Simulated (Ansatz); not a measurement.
The starting structures come from a database of crystals and need not be the phases stable at ambient conditions.

 Where the default PAW files enter, the runs use the earlier of Ansatz's two default sets.

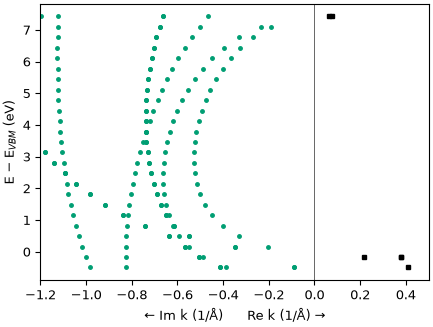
Figure: Complex bands at the centre of the two-dimensional zone; Ansatz (an electronic-structure program) with r2SCAN

The gap is the functional's own. No spin-orbit coupling. Mid-gap values are interpolated on the energy grid.

### Question
This is BaLiF₃ (Pm-3m, cubic perovskite, not sure to be the ambient phase, 5 atoms a cell, 12.7 Å³ an atom) along the normal of (001). Read off the slowest decay at the centre of the two-dimensional zone at 3.79 eV, the computed energy nearest the middle of the gap.

### Answer
κ ≈ 0.52 1/Å, a decay length 1/(2κ) of the density of 0.97 Å.
